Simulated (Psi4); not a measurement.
# HfO2 (SMILES [O]=[Hf]=[O]): B3LYP/def2-TZVP (core potential, sweep point 3)

Aim: the energy change on altering one bond length of HfO2 at B3LYP/def2-TZVP (core potential, sweep point 3), from 2 runs. 

Program for the calculation: Psi4 1.11.

## Step 1: The molecule

HfO2 has 3 atoms, charge 0, and is taken as a singlet. SMILES: `[O]=[Hf]=[O]`. Geometry: a GFN2-xTB relaxation, a rough one for these elements and not checked as a minimum.

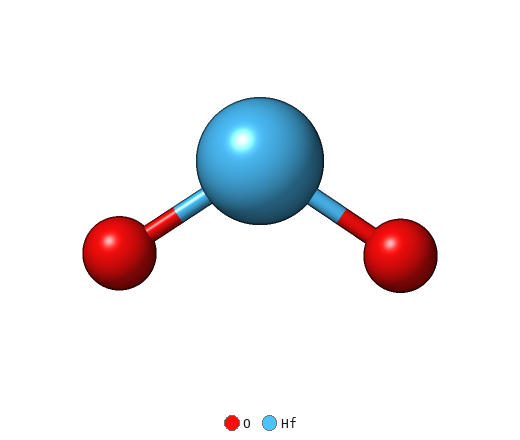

Viewed from a chosen angle; oxygen red, hafnium blue.

## Step 2: A single-point energy at B3LYP/def2-TZVP (core potential, sweep point 3)

The input, calc.dat:

```
memory 1600 mb

molecule {
  0 1
  O      0.694500     1.285540     0.417580
  Hf     0.334160    -0.459960     0.337050
  O     -1.028660    -0.825580    -0.754630
  symmetry c1
}

set {
  basis def2-TZVP
  reference rks
  puream true
  scf_type pk
  dft_radial_points 99
  dft_spherical_points 590
}

result = energy('b3lyp')
print_variables()
```

Run with:

```console
$ psi4 -i calc.dat -o calc.out -n 1
```

calc.out (excerpt; [...] marks lines left out):

```text
[...]
    !!!  WARNING: ECP capability is in beta. Please check occupations closely.  !!!
[...]
  Running in c1 symmetry.
[...]
  Nuclear repulsion =   68.366085888964861
[...]
  Multiplicity = 1
[...]
  Nalpha       = 14
  Nbeta        = 14
[...]
    Number of basis functions: 102
[...]
   @RKS iter   1:  -197.67297920082765   -4.19076e-02   1.46276e-02 DIIS/ADIIS
[...]
   @RKS iter  11:  -198.56665431291410   -3.45341e-08   4.50862e-07 DIIS
[...]
    Orbital Energies [Eh]
    ---------------------
    Doubly Occupied:
       1A    -19.063049     2A    -19.063035     3A     -2.461134
       4A     -1.323308     5A     -1.318452     6A     -1.317261
       7A     -0.833622     8A     -0.810633     9A     -0.316354
      10A     -0.303239    11A     -0.300152    12A     -0.281358
      13A     -0.276131    14A     -0.240014
[...]
  @RKS Final Energy:  -198.56665431291410
   => Energetics <=
    Nuclear Repulsion Energy =             68.3660858889648608
    One-Electron Energy =                -424.5734444573340625
    Two-Electron Energy =                 176.4724240517235216
    DFT Exchange-Correlation Energy =     -18.8317197962684055
    Empirical Dispersion Energy =           0.0000000000000000
    VV10 Nonlocal Energy =                  0.0000000000000000
    Total Energy =                       -198.5666543129140962
[...]
 Multipole Moments:
 ------------------------------------------------------------------------------------
     Multipole            Electronic (a.u.)      Nuclear  (a.u.)        Total (a.u.)
 ------------------------------------------------------------------------------------
 L = 1.  Multiply by 2.5417464519 to convert [e a0] to [Debye]
 Dipole X            :         17.9589144          -15.7697935            2.1891209
 Dipole Y            :        -17.5634289           15.4223566           -2.1410722
 Dipole Z            :         -0.0000004            0.0000000           -0.0000004
 Magnitude           :                                                    3.0620974
[...]
```

Wall time 9 s (1 thread of Intel Xeon Platinum 8375C at 2.90GHz (Ice Lake), shared host); peak memory 0.62 GiB.

## Step 3: The distorted shape

The input, input.in:

```
memory 1.6 GB

molecule {
  0 1
  O      1.375889     1.468344     0.963403
  Hf     1.015549    -0.277156     0.882873
  O     -1.028660    -0.825580    -0.754630
  units angstrom
  symmetry c1
}

set basis def2-TZVP
set puream true
set scf_type pk
set dft_radial_points 99
set dft_spherical_points 590

e_tot, wfn = energy('b3lyp', return_wfn=True)
print_variables()
```

Run with:

```console
$ psi4 -i input.in -o input.out -n 1
```

input.out (excerpt; [...] marks lines left out):

```text
[...]
    !!!  WARNING: ECP capability is in beta. Please check occupations closely.  !!!
[...]
  Running in c1 symmetry.
[...]
  Nuclear repulsion =   56.510709870225497
[...]
  Multiplicity = 1
[...]
  Nalpha       = 14
  Nbeta        = 14
[...]
    Number of basis functions: 102
[...]
   @RKS iter   1:  -197.15544080883717    2.87777e-01   1.54132e-02 ADIIS/DIIS
[...]
   @RKS iter  23:  -198.40427608438864    2.67610e-09   9.73382e-07 DIIS
[...]
    Orbital Energies [Eh]
    ---------------------
    Doubly Occupied:
       1A    -19.136205     2A    -19.092664     3A     -2.557255
       4A     -1.405229     5A     -1.404918     6A     -1.390315
       7A     -0.887627     8A     -0.802897     9A     -0.355776
      10A     -0.351594    11A     -0.347389    12A     -0.257829
      13A     -0.229775    14A     -0.226093
[...]
  @RKS Final Energy:  -198.40427608438864
   => Energetics <=
    Nuclear Repulsion Energy =             56.5107098702254973
    One-Electron Energy =                -399.6288497519323641
    Two-Electron Energy =                 163.2945196191000718
    DFT Exchange-Correlation Energy =     -18.5806558217818640
    Empirical Dispersion Energy =           0.0000000000000000
    VV10 Nonlocal Energy =                  0.0000000000000000
    Total Energy =                       -198.4042760843886413
[...]
 Multipole Moments:
 ------------------------------------------------------------------------------------
     Multipole            Electronic (a.u.)      Nuclear  (a.u.)        Total (a.u.)
 ------------------------------------------------------------------------------------
 L = 1.  Multiply by 2.5417464519 to convert [e a0] to [Debye]
 Dipole X            :         28.2656112          -25.4800196            2.7855916
 Dipole Y            :        -14.7646892           13.3792308           -1.3854584
 Dipole Z            :         -0.0000001            0.0000000           -0.0000001
 Magnitude           :                                                    3.1111116
[...]
```

Run time: 14 s. Hardware: 1 thread of Intel Xeon Platinum 8375C at 2.90GHz (Ice Lake), shared host; peak memory 0.61 GiB.

## Step 4: Outcome

Level: B3LYP/def2-TZVP (core potential, sweep point 3).

| quantity | value |
| --- | --- |
| first shape: total energy | -198.56665 Eh |
| first shape: dipole moment | 7.78 D |
| first shape: HOMO energy | -6.53 eV |
| first shape: LUMO energy | -3.86 eV |
| first shape: HOMO–LUMO gap | 2.67 eV |
| distorted shape: total energy | -198.40428 Eh |
| distorted shape: dipole moment | 7.91 D |
| distorted shape: HOMO energy | -6.15 eV |
| distorted shape: LUMO energy | -4.84 eV |
| distorted shape: HOMO–LUMO gap | 1.32 eV |
| energy change with the Hf2–O3 bond stretched from 1.784 to 2.676 Å | 4.419 eV |

What this shows: With the Hf2–O3 bond stretched from 1.784 to 2.676 Å the energy rises by 4.42 eV (426 kJ/mol). The first shape isn't relaxed at this level, so the change isn't measured from a minimum. A restricted reference can't describe the breaking bond well at this length.
